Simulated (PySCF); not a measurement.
```xyz
13

O    -0.5547    2.2596   -1.2393
C     0.0596    1.9300   -0.2459
Si   -0.3060    0.3522    0.7716
Si   -2.0018   -0.8982   -0.1518
O     1.0975   -0.5056    0.6678
Si    2.4809   -1.0696    0.0672
H     0.9534    2.5269    0.0487
H    -0.2931    0.7546    2.1852
H    -3.0467   -1.1711    0.8438
H    -1.5419   -2.2110   -0.6300
H    -2.6455   -0.2360   -1.2862
H     3.5270   -0.0703    0.1939
H     2.2670   -1.6611   -1.2426
```

Geometry: GFN2-xTB.

Method: PySCF, UKS B3LYP, pcH-1 on C H O Si, non-relativistic, mean-field spin-orbit, GIAO.

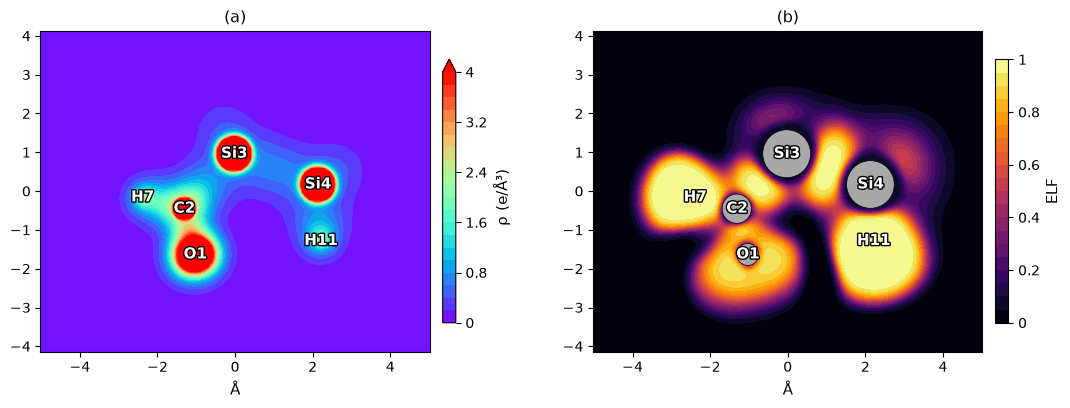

CH7O2Si3 (doublet). (a) electron density; (b) ELF on the plane of atoms O1, C2 and Si3. Grey discs cover the atomic cores in the ELF map.

Q: Interpret the plot.

A:
- The plane passes through O, C, Si and H nuclei.
- C–O (1.21 Å): the density is about 3.3 e/Å³ at the midpoint; the ELF peaks at about 0.85 between the atoms (a short, multiple covalent bond).
- C–Si (1.91 Å): ρ at the midpoint is about 0.95 e/Å³; the ELF peaks at about 1 between the atoms (a shared electron pair).
- Si–Si (2.30 Å): ρ is about 0.7 e/Å³ halfway; the ELF peaks at about 1 between the atoms, as expected for localised, covalent bonding.
- C–H (1.11 Å): the density is about 2 e/Å³ at the midpoint; the ELF climbs to about 1 towards the hydrogen, as it does in any bond to H; an ordinary covalent bond to hydrogen.
- Si–H (1.46 Å): ρ is about 0.81 e/Å³ halfway; the ELF climbs to about 1 towards the hydrogen.
- The ELF also peaks beside O1, away from the bonds: non-bonding electrons, paired or unpaired.
